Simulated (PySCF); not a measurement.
**Excited-state calculation, with input and output: BSiNH6O**

- system: BSiNH6O, SMILES NBO[SiH3]
- method: TDDFT B3LYP/def2-SVPD, vertical, gas phase, core orbitals frozen in the response (PySCF 2.14.0)

The geometry comes from this level: PBE0-D3(BJ)/def2-SVP.

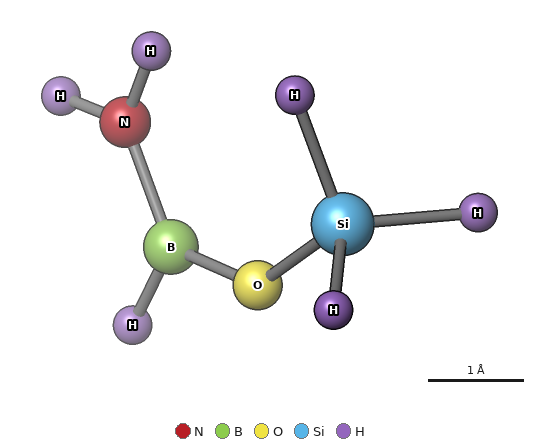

Figure 1. The structure as given in the input (ball-and-stick view, seen at a tilt). Bond lengths as drawn: B–H 1.21 Å, B–N 1.40 Å, B–O 1.37 Å, H–N 1.01 Å, H–Si 1.49 to 1.50 Å and O–Si 1.66 Å.

### Summary

- outcome: converged
- total energy: −447.882735 hartree
- HOMO: −7.84 eV
- LUMO: −0.12 eV
- dipole moment: 1.95 D
- mean polarisability: 54.80 a.u.
- vertical ionisation energy: 10.20 eV
- lowest singlet excitation: 6.71 eV
- hardware: 1 CPU thread, shared host
- wall time: 61 s
- peak memory: 0.62 GiB

### The input
```
{"job": {"kind": "uv", "xc": "B3LYP", "basis": "def2-SVPD", "ip": true}, "charge": 0, "multiplicity": 1}
N     -1.716258    -0.082111    -0.031895
B     -0.719461    -1.060116     0.087044
O      0.595184    -0.756711     0.332124
Si     1.562271     0.575909     0.525898
H     -2.679811    -0.327954    -0.207819
H     -1.554600     0.912716     0.058388
H     -1.022632    -2.227234    -0.029285
H      2.394124     0.772146    -0.696283
H      2.445802     0.358463     1.705009
H      0.744654     1.811591     0.753249
```

The first line tells a small driver script what to run in PySCF; the rest is the geometry in Å.

Command:
```bash
OMP_NUM_THREADS=1 python <driver script> task.json out
```

### Output
```
coarse grid: 8584 points
cycle   1  E = -447.7032107573  dE =  2.207e-01  |g| = 7.678e-01  |ddm| = 4.208e+00
cycle   2  E = -447.4317784784  dE =  2.714e-01  |g| = 1.391e+00  |ddm| = 2.190e+00
cycle   3  E = -447.8157987607  dE = -3.840e-01  |g| = 1.315e-01  |ddm| = 1.493e+00
cycle   4  E = -447.8183539666  dE = -2.555e-03  |g| = 7.231e-02  |ddm| = 1.916e-01
cycle   5  E = -447.8194597310  dE = -1.106e-03  |g| = 9.171e-03  |ddm| = 6.524e-02
cycle   6  E = -447.8194806837  dE = -2.095e-05  |g| = 1.942e-03  |ddm| = 1.489e-02
cycle   7  E = -447.8194817727  dE = -1.089e-06  |g| = 2.807e-04  |ddm| = 3.793e-03
final grid: 77568 points
cycle   8  E = -447.8827306705  dE = -1.907e-05  |g| = 4.357e-03  |ddm| = 7.492e-02
cycle   9  E = -447.8827247616  dE =  5.909e-06  |g| = 6.850e-03  |ddm| = 9.273e-03
cycle  10  E = -447.8827347716  dE = -1.001e-05  |g| = 4.019e-04  |ddm| = 5.217e-03
cycle  11  E = -447.8827348001  dE = -2.856e-08  |g| = 2.115e-04  |ddm| = 6.917e-04
cycle  12  E = -447.8827348080  dE = -7.890e-09  |g| = 3.316e-05  |ddm| = 2.188e-04
cycle  13  E = -447.8827348083  dE = -3.378e-10  |g| = 4.995e-06  |ddm| = 6.132e-05
```

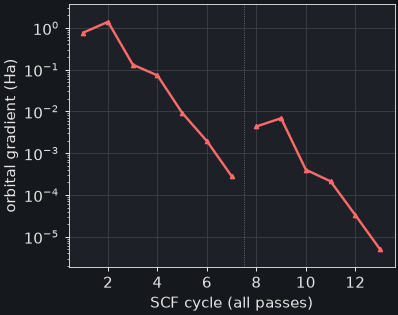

Figure 2. Convergence of the self-consistent field: orbital gradient against the SCF cycle. The dotted line marks the change from a coarse to the final integration grid. The first 7 cycles use a coarse grid, the final grid takes over at cycle 8, and the field converges after 13 cycles in all.

```
converged SCF energy = -447.8827348083

Static polarisability (au): isotropic 54.801, principal 46.813 53.940 63.649

Singlet excitations
state   eV       nm        f      main configurations
  1   6.7098    184.8   0.02370   H->L 0.98
  2   7.2654    170.7   0.01815   H->L+1 0.89
  3   7.3355    169.0   0.01161   H-1->L 0.94
  4   7.7428    160.1   0.10219   H->L+2 0.85
  5   7.8005    158.9   0.00061   H->L+3 0.83
  6   7.8691    157.6   0.03602   H-1->L+1 0.91
  7   7.8962    157.0   0.01742   H-1->L+2 0.91
  8   8.0419    154.2   0.00051   H-2->L 0.81
  9   8.1347    152.4   0.01596   H->L+4 0.66, H->L+5 0.23
 10   8.2856    149.6   0.01924   H->L+5 0.63, H->L+4 0.12

Triplet excitations (Tamm-Dancoff, eV): 6.5083 6.6205 7.0442 7.0731
Vertical ionisation energy (delta-SCF) = 10.1986 eV
```

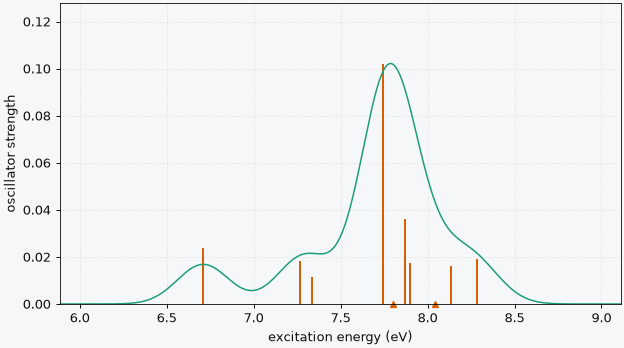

Figure 3. Computed excitations as sticks (degenerate states added up, dark ones marked on the axis), with a Gaussian envelope of 0.35 eV full width at half maximum, scaled to the tallest. Of the 10 states the lowest lies at 6.71 eV (f = 0.024); the strongest line is at 7.74 eV, or 160 nm (f = 0.102).

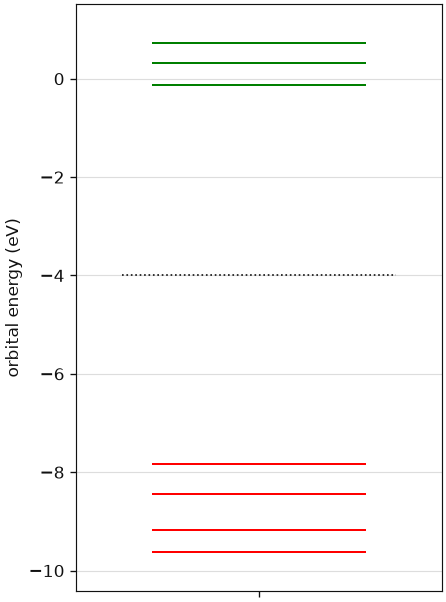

Figure 4. Orbital energies near the frontier; the dotted line parts filled from empty levels, and levels within 0.02 eV of each other stand side by side. Highest filled −7.84 eV, lowest empty −0.12 eV, 7.72 eV apart.
